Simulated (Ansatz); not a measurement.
Electronic density of states of amorphous In₉Ga₉Zn₉O₃₉Al₂, density 5.71 g/cm³, on a 2×2×2 Γ-centred mesh with a Gaussian width of 0.1 eV; energies count from the Fermi level, whose place inside the gap is arbitrary. Cell and mesh are small, so fine structure isn't converged. Calculation: PBE, scalar-relativistic without spin-orbit coupling (plane waves to 420 eV, PAW; Ansatz, an electronic-structure program). Sampling: a 2×2×2 Γ-centred mesh; Fermi-Dirac width 0.02 eV; no spin polarisation. At PBE the levels at the filled edge of the gap are localised (band-tail or defect states), and the nearest spread-out levels lie 0.9 eV apart at the zone centre.

A CHGNet melt-quench gave the starting glass, which DFT then relaxed. O atoms were pushed apart under 1.9 Å during the dynamics, to hinder bonds among them. The hot cell started wider than the set density and was brought back towards it in steps. It is the lowest in DFT energy of 2 quenches. It is a model cell: composition and starting density were chosen by hand, and all elements were melted together. No dispersion term was used. Its density started from a set value of 5.71 and ended at 5.71 g/cm³. Cooling (nominally 260 K/ps over its main leg) ran many orders faster than in experiment, which tends to leave more defects and strain. Values belong to this one cell and scatter from quench to quench. The volume was held where the preparation left it and the shape relaxed, at a PBE pressure of -0.9 GPa (tension). Stress components on the final sampling reach 1.0 GPa.

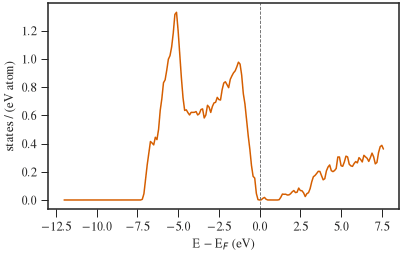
Figure. Density of states per atom

The level gap on this mesh is 0.57 eV; the broadening fills part of it in the curve.
